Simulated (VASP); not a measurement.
Band structure of BeSe (zinc blende). These are PBE GGA with D3 dispersion (Becke-Johnson damping), VASP's PBE PAW potentials (set 64) (plane waves; VASP 6.6.1) values and carry that method's errors.

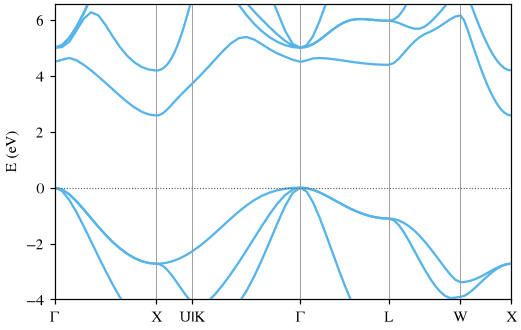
Figure. Bands along high-symmetry lines, zero at the valence-band maximum or, without a gap, the Fermi level

Q: Read the plot: is there a gap, and where are the band edges?

A: The gap is indirect, 2.58 eV, from the valence maximum at Γ to the conduction minimum at X. (Edges off the drawn lines would not show.)

Measured: gap 4.00 eV (computed value off by -1.42 eV), as given by Das et al., (2018), arXiv:1807.05623.

The compound is BeSe in the zinc blende structure. It was relaxed first.
